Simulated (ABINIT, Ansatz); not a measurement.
# Converging GW for CsGeCl3 (R3m) in ABINIT

Aim: raise bands and screening cutoff together for CsGeCl3 (R3m) and follow gap and time.

Program: ABINIT 10.8.3. Level of theory: LDA and many-body steps on it, plane waves. Results are calculated unless marked as measured.

### 1. The structure

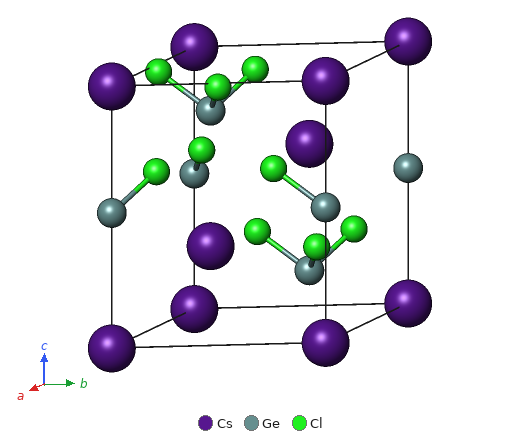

Start, viewed slightly off an axis; caesium purple, germanium teal, chlorine green. This picture shows the conventional cell, with its axes. Bonds to atoms that aren't drawn are left out. Some periodic images of atoms are drawn too.

The cell and positions are those that the Materials Project relaxed with its own functionals (PBE, PBE+U or r2SCAN), kept fixed. Spin-orbit coupling is left out unless a step names it.

### 2. Empty states on the mesh, 2×2×2 mesh, 562 bands

This step: ABINIT 10.8.3; DFT, LDA, plane waves, norm-conserving pseudopotentials.

The sums over transitions need many empty states on a uniform mesh; this step solves for them.

The input, run.abi:

```
acell 3*1.0 Angstrom
rprim 
  3.846816390705 2.220960478697 3.178300533600
  -3.846816390705 2.220960478697 3.178300533600
  0.000000000000 -4.441920957394 3.178300533600
ntypat 3
znucl 55 32 17
natom 5
typat 1 2 3 3 3
xred 
  0.998403350000 0.998403350000 0.998403350000
  0.515533150000 0.515533150000 0.515533150000
  0.496712670000 0.496712670000 0.948638170000
  0.496712670000 0.948638170000 0.496712670000
  0.948638170000 0.496712670000 0.496712670000
pp_dirpath "pseudos"
pseudos "Cs.upf, Ge.upf, Cl.upf"
ecut 56
ngkpt 2 2 2
nshiftk 1
shiftk 0 0 0
kptopt 1
chksymbreak 0
iscf -2
irdden 1
istwfk *1
nband 562
nbdbuf 50
tolwfr 1e-09
nstep 60
prtvol 0
indata_prefix "in"
outdata_prefix "out"
tmpdata_prefix "tmp"
```

The run is started by

```console
OMP_NUM_THREADS=4 mpirun -n 4 abinit run.abi > log
```

Numbers of over 12 decimals in the logs are rounded to 6 here.

The log of the run:

```text
.Version 10.8.3 of ABINIT. v10.8.2 released Aug 2026.

 Symmetries : space group R3 m (#160); Bravais hR (rhombohedral)
[... echo of the input left out ...]
== DATASET  1 ==================================================================
-   mpi_nproc: 4, omp_nthreads: 4 (-1 if OMP is not activated)

--- !DatasetInfo
iteration_state: {dtset: 1, }
dimensions: {natom: 5, nkpt: 4, mband: 562, nsppol: 1, nspinor: 1, nspden: 1, mpw: 22041, }
cutoff_energies: {ecut:  56.0, pawecutdg:  -1.0, }
[...]
4.49210    4.49400    4.50250    4.50384    4.51159    4.51190    4.51634    4.51715
   4.53220    4.54123    4.54288    4.54598    4.54642    4.55123    4.55259    4.55811
   4.56975    4.59421
 prteigrs : prtvol=0 or 1, do not print more k-points.

== END DATASET(S) ==============================================================
================================================================================

 -outvars: echo values of variables after computation  --------
            nband         562
             nkpt           4
          spgroup         160
 [... the other variables as echoed above ...]

 Calculation completed.
```

Elapsed: 8 min, on 4 MPI ranks of Arm Neoverse V1, shared host; peak memory 1.6 GiB.

Numbers from this step:

```
gap                                                           : 1.977 eV
k of the valence top                                          : 0.5, 0.5, 0.5
k of the conduction bottom                                    : 0.5, 0.5, 0.5
least direct gap                                              : 1.977 eV
k points computed                                             : 4
lowest point of the top converged band, above the valence top : 111.7640 eV
```

On this mesh the gap is 1.977 eV.

The density comes from a self-consistent run that is not shown.

### 3. Screening, 2×2×2 mesh, 86 bands, screening to 76.2 eV

The RPA dielectric matrix is built and inverted for each q.

This step: RPA screening on LDA, plane waves, norm-conserving pseudopotentials.

run.abi: that of step 2 with these lines changed.

```diff
@@ -23,10 +23,11 @@
 chksymbreak 0
-iscf -2
-irdden 1
 istwfk *1
-nband 562
-nbdbuf 50
-tolwfr 1e-09
-nstep 60
-prtvol 0
+occopt 1
+irdwfk 1
+optdriver 3
+nband 86
+ecuteps 2.8
+inclvkb 2
+awtr 1
+symchi 1
 indata_prefix "in"
```

The run is started by

```console
OMP_NUM_THREADS=1 mpirun -n 16 abinit run.abi > log
```

The log of the run:

```text
.Version 10.8.3 of ABINIT. v10.8.2 released Aug 2026.

 Symmetries : space group R3 m (#160); Bravais hR (rhombohedral)
[... echo of the input left out ...]
== DATASET  1 ==================================================================
-   mpi_nproc: 16, omp_nthreads: 1 (-1 if OMP is not activated)

--- !DatasetInfo
iteration_state: {dtset: 1, }
dimensions: {natom: 5, nkpt: 4, mband: 86, nsppol: 1, nspinor: 1, nspden: 1, mpw: 22041, }
cutoff_energies: {ecut:  56.0, pawecutdg:  -1.0, }
electrons: {nelect:   5.20000000E+01, charge:   0.00000000E+00, occopt:   1.00000000E+00, tsmear:   1.00000000E-02, }

 SCREENING: Calculation of the susceptibility and dielectric matrices

 Based on a program developped by R.W. Godby, V. Olevano, G. Onida, and L. Reining.
 Incorporated in ABINIT by V. Olevano, G.-M. Rignanese, and M. Torrent.
.Using double precision arithmetic ; gwpc =  8

[... cell and pseudopotentials left out ...]
--------------------------------------------------------------------------------

 ==== K-mesh for the wavefunctions ====
 Number of points in the irreducible wedge :     4
[... list of points left out ...]
 Together with  6 symmetry operations and time-reversal symmetry
 yields     8 points in the full Brillouin Zone.

 ==== Q-mesh for the screening function ====
 Number of points in the irreducible wedge :     4
[... list of points left out ...]
 Together with  6 symmetry operations and time-reversal symmetry
 yields     8 points in the full Brillouin Zone.

 setmesh: FFT mesh size selected  =    45x   45x   45
          total number of points  =        91125

 vcoul_init : cutoff-mode = AUXILIARY_FUNCTION
 q-points for optical limit:   1
     1)      0.000010    0.000020    0.000030

- screening: taking advantage of time-reversal symmetry
- Maximum band index for partially occupied states nbvw = 26
- Remaining bands to be divided among processors   nbcw = 60
- Number of bands treated by each node ~3

 Number of electrons calculated from density =   52.0000; Expected =   52.0000
 average of density, n =  0.047295
 r_s =    1.7154
 omega_plasma =   20.9780 [eV]

 calculating chi0 at frequencies [eV] :
  1    0.000000E+00    0.000000E+00
  2    0.000000E+00    2.097803E+01

--------------------------------------------------------------------------------
  q-point number  1        q = ( 0.000000, 0.000000, 0.000000) [r.l.u.]
--------------------------------------------------------------------------------
[... chi0 elements left out ...]
 For q-point:  0.000010 0.000020 0.000030
  dielectric constant =   5.9624
  dielectric constant without local fields =   7.2200

  Average fulfillment of the sum rule on Im[epsilon] for q-point    1 :     37.63  [%]
[... wings left out ...]
  q-point number  2        q = ( 0.500000, 0.000000, 0.000000) [r.l.u.]
--------------------------------------------------------------------------------
[... chi0 elements left out ...]
  Average fulfillment of the sum rule on Im[epsilon] for q-point    2 :     44.78  [%]

 [... 2 further q-points ...]
```

Wall time 18 s (16 MPI ranks); peak memory 7.5 GiB.

Numbers from this step:

| Quantity | Value |
| --- | --- |
| ε∞ with local fields, on this mesh, along the program's q direction | 5.962 |
| the same without local fields | 7.22 |
| plasma frequency | 20.98 eV |
| plane waves in the screening matrix | 251 |

Local fields lower ε∞ by 17 %. On a Γ-centred mesh this coarse the value itself is usually too large, while a short band sum pulls it down.

### 4. 86 bands, 76.2 eV

The self-energy is evaluated for the states that the input lists, and the levels follow from it, in one-shot runs by the linearised quasiparticle equation.

This step: G0W0 on LDA, plane waves, norm-conserving pseudopotentials.

run.abi: that of step 3 with these lines changed.

```diff
@@ -26,8 +26,17 @@
 irdwfk 1
-optdriver 3
+optdriver 4
 nband 86
+gwcalctyp 0
+ecutsigx 56
+symsigma 1
+nkptgw 2
+kptgw 
+  0.5000000000 0.5000000000 0.5000000000
+  0.0000000000 0.0000000000 0.0000000000
+bdgw 
+  25 28
+  24 29
 ecuteps 2.8
-inclvkb 2
-awtr 1
-symchi 1
+irdscr 1
+ppmodel 1
 indata_prefix "in"
```

The log of the run:

```text
.Version 10.8.3 of ABINIT. v10.8.2 released Aug 2026.

 Symmetries : space group R3 m (#160); Bravais hR (rhombohedral)
[... echo of the input left out ...]
== DATASET  1 ==================================================================
-   mpi_nproc: 16, omp_nthreads: 1 (-1 if OMP is not activated)

--- !DatasetInfo
iteration_state: {dtset: 1, }
dimensions: {natom: 5, nkpt: 4, mband: 86, nsppol: 1, nspinor: 1, nspden: 1, mpw: 22041, }
cutoff_energies: {ecut:  56.0, pawecutdg:  -1.0, }
electrons: {nelect:   5.20000000E+01, charge:   0.00000000E+00, occopt:   1.00000000E+00, tsmear:   1.00000000E-02, }

 SIGMA: Calculation of the GW corrections

 Based on a program developped by R.W. Godby, V. Olevano, G. Onida, and L. Reining.
 Incorporated in ABINIT by V. Olevano, G.-M. Rignanese, and M. Torrent.
.Using double precision arithmetic ; gwpc =  8

[... cell and pseudopotentials left out ...]
--------------------------------------------------------------------------------

 ==== K-mesh for the wavefunctions ====
 Number of points in the irreducible wedge :     4
[... list of points left out ...]
 Together with  6 symmetry operations and time-reversal symmetry
 yields     8 points in the full Brillouin Zone.

 ==== Q-mesh for screening function ====
 Number of points in the irreducible wedge :     4
[... list of points left out ...]
 Together with  6 symmetry operations and time-reversal symmetry
 yields     8 points in the full Brillouin Zone.

 vcoul_init : cutoff-mode = AUXILIARY_FUNCTION
 q-points for optical limit:   1
     1)      0.000010    0.000020    0.000030
 setmesh: FFT mesh size selected  =    72x   72x   72
          total number of points  =       373248

 Number of electrons calculated from density =   52.0000; Expected =   52.0000
 average of density, n =  0.047295
 r_s =    1.7154
 omega_plasma =   20.9780 [eV]

 === KS Band Gaps ===
  >>>> For spin  1
   Minimum direct gap =   1.9771 [eV], located at k-point      :   0.5000  0.5000  0.5000
   Fundamental gap    =   1.9771 [eV], Top of valence bands at :   0.5000  0.5000  0.5000
                                       Bottom of conduction at :   0.5000  0.5000  0.5000
 SIGMA fundamental parameters:
 PLASMON POLE MODEL  1
 number of plane-waves for SigmaX                22041
 number of plane-waves for SigmaC and W            251
 number of plane-waves for wavefunctions         22041
 number of bands                                    86
 number of independent spin polarizations            1
 number of spinorial components                      1
 number of k-points in IBZ                           4
 number of q-points in IBZ                           4
 number of symmetry operations                       6
 number of k-points in BZ                            8
 number of q-points in BZ                            8
 number of frequencies for dSigma/dE                 9
 frequency step for dSigma/dE [eV]                0.25
 number of omega for Sigma on real axis              0
 max omega for Sigma on real axis  [eV]           0.00
 zcut for avoiding poles [eV]                     0.10

 EPSILON^-1 parameters (SCR file):
 dimension of the eps^-1 matrix on file            251
 dimension of the eps^-1 matrix used               251
 number of plane-waves for wavefunctions         22041
 number of bands                                    86
 number of q-points in IBZ                           4
 number of frequencies                               2
 number of real frequencies                          1
 number of imag frequencies                          1

 matrix elements of self-energy operator (all in [eV])

 Perturbative Calculation

--- !SelfEnergy_ee
iteration_state: {dtset: 1, }
kpoint     : [   0.500,    0.500,    0.500, ]
spin       : 1
KS_gap     :    1.977
QP_gap     :    3.614
Delta_QP_KS:    1.637
data: !SigmaeeData |
     Band     E0 <VxcDFT>   SigX SigC(E0)      Z dSigC/dE  Sig(E)    E-E0       E
       25  -0.190 -14.219 -18.514   3.408   0.777  -0.287 -14.909  -0.690  -0.880
       26   1.959 -14.764 -16.833   2.022   0.794  -0.259 -14.801  -0.037   1.922
       27   3.936 -11.282  -6.604  -2.712   0.814  -0.229  -9.682   1.600   5.536
       28   3.936 -11.282  -6.604  -2.712   0.814  -0.229  -9.682   1.600   5.536

--- !SelfEnergy_ee
iteration_state: {dtset: 1, }
kpoint     : [   0.000,    0.000,    0.000, ]
spin       : 1
KS_gap     :    5.520
QP_gap     :    7.197
Delta_QP_KS:    1.677
data: !SigmaeeData |
     Band     E0 <VxcDFT>   SigX SigC(E0)      Z dSigC/dE  Sig(E)    E-E0       E
       24  -0.526 -14.055 -18.275   3.349   0.778  -0.286 -14.732  -0.677  -1.204
       25  -0.526 -14.055 -18.275   3.349   0.778  -0.286 -14.732  -0.677  -1.204
       26  -0.340 -13.977 -17.781   3.071   0.779  -0.284 -14.548  -0.571  -0.911
       27   5.180  -7.348  -3.022  -3.015   0.844  -0.185  -6.242   1.106   6.286
       28   6.059  -7.267  -2.987  -2.894   0.845  -0.184  -6.096   1.171   7.230
       29   6.059  -7.267  -2.987  -2.894   0.845  -0.184  -6.096   1.171   7.230

== END DATASET(S) ==============================================================
================================================================================

 -outvars: echo values of variables after computation  --------
           etotal      0.0000000000E+00
            nband          86
             nkpt           4
          spgroup         160
 [... the other variables as echoed above ...]

 Calculation completed.
```

The job ended after 6.7 s (16 MPI ranks; peak memory 3.6 GiB; 1.7 min of CPU time).

This step gave:

* G0W0 gap on the points computed: 3.614 eV
* starting gap on the mesh: 1.977 eV
* k of the valence top: 0.5, 0.5, 0.5
* k of the conduction bottom: 0.5, 0.5, 0.5
* Z at the valence top: 0.794
* Z at the conduction bottom: 0.814
* least direct G0W0 gap on the computed points: 3.614 eV

The gap on the mesh goes from 1.98 eV to 3.61 eV, a correction of +1.64 eV.

### 5. Screening, 2×2×2 mesh, 224 bands, screening to 141.5 eV

This step: RPA screening on LDA, plane waves, norm-conserving pseudopotentials.

run.abi: that of step 4 with these lines changed.

```diff
@@ -26,17 +26,8 @@
 irdwfk 1
-optdriver 4
-nband 86
-gwcalctyp 0
-ecutsigx 56
-symsigma 1
-nkptgw 2
-kptgw 
-  0.5000000000 0.5000000000 0.5000000000
-  0.0000000000 0.0000000000 0.0000000000
-bdgw 
-  25 28
-  24 29
-ecuteps 2.8
-irdscr 1
-ppmodel 1
+optdriver 3
+nband 224
+ecuteps 5.2
+inclvkb 2
+awtr 1
+symchi 1
 indata_prefix "in"
```

The log of the run:

```text
.Version 10.8.3 of ABINIT. v10.8.2 released Aug 2026.

 Symmetries : space group R3 m (#160); Bravais hR (rhombohedral)
[... echo of the input left out ...]
== DATASET  1 ==================================================================
-   mpi_nproc: 16, omp_nthreads: 1 (-1 if OMP is not activated)

--- !DatasetInfo
iteration_state: {dtset: 1, }
dimensions: {natom: 5, nkpt: 4, mband: 224, nsppol: 1, nspinor: 1, nspden: 1, mpw: 22041, }
cutoff_energies: {ecut:  56.0, pawecutdg:  -1.0, }
electrons: {nelect:   5.20000000E+01, charge:   0.00000000E+00, occopt:   1.00000000E+00, tsmear:   1.00000000E-02, }

 SCREENING: Calculation of the susceptibility and dielectric matrices

 Based on a program developped by R.W. Godby, V. Olevano, G. Onida, and L. Reining.
 Incorporated in ABINIT by V. Olevano, G.-M. Rignanese, and M. Torrent.
.Using double precision arithmetic ; gwpc =  8

[... cell and pseudopotentials left out ...]
--------------------------------------------------------------------------------

 ==== K-mesh for the wavefunctions ====
 Number of points in the irreducible wedge :     4
[... list of points left out ...]
 Together with  6 symmetry operations and time-reversal symmetry
 yields     8 points in the full Brillouin Zone.

 ==== Q-mesh for the screening function ====
 Number of points in the irreducible wedge :     4
[... list of points left out ...]
 Together with  6 symmetry operations and time-reversal symmetry
 yields     8 points in the full Brillouin Zone.

 setmesh: FFT mesh size selected  =    45x   45x   45
          total number of points  =        91125

 vcoul_init : cutoff-mode = AUXILIARY_FUNCTION
 q-points for optical limit:   1
     1)      0.000010    0.000020    0.000030

- screening: taking advantage of time-reversal symmetry
- Maximum band index for partially occupied states nbvw = 26
- Remaining bands to be divided among processors   nbcw = 198
- Number of bands treated by each node ~12

 Number of electrons calculated from density =   52.0000; Expected =   52.0000
 average of density, n =  0.047295
 r_s =    1.7154
 omega_plasma =   20.9780 [eV]

 calculating chi0 at frequencies [eV] :
  1    0.000000E+00    0.000000E+00
  2    0.000000E+00    2.097803E+01

--------------------------------------------------------------------------------
  q-point number  1        q = ( 0.000000, 0.000000, 0.000000) [r.l.u.]
--------------------------------------------------------------------------------
[... chi0 elements left out ...]
 For q-point:  0.000010 0.000020 0.000030
  dielectric constant =   5.9632
  dielectric constant without local fields =   7.2328

  Average fulfillment of the sum rule on Im[epsilon] for q-point    1 :     55.78  [%]
[... wings left out ...]
  q-point number  2        q = ( 0.500000, 0.000000, 0.000000) [r.l.u.]
--------------------------------------------------------------------------------
[... chi0 elements left out ...]
  Average fulfillment of the sum rule on Im[epsilon] for q-point    2 :     59.09  [%]

 [... 2 further q-points ...]
```

It took 55 s on 16 MPI ranks; peak memory 9.1 GiB.

This step gave:

```yaml
eps_infinity_with_local_fields_on_this_mesh_along_the_program_s_q_direction: 5.963
the_same_without_local_fields: 7.233
plasma_frequency: 20.98 eV
plane_waves_in_the_screening_matrix: 619
```

(Continued in part 2 of 2.)

[Paths, hosts, dates, memory and timing lines, banners, echoed tables and standing remarks are left out of the program output.]

[Logs are printed without paths, hosts, clocks, repeated set-up lines and the standing remarks that a program may print on its own settings, such as how far it seeks lower states.]

[Runs of the session that timed out or met a known fault of the program may be left out.]

[Hosts, paths, dates, database ids (printed as entryN), source tags and the programs' standing remarks are cut or masked in the printed files.]

[G0W0 gaps are taken among the corrected bands and points alone; a level outside them can change the order at an edge.]

[Where Ansatz stands beside ABINIT at settings called matched, ABINIT's density can come from a denser mesh and the files from another edition; pairs whose starting gaps differed by over 0.03 eV were left out, so agreement reads better than it is.]
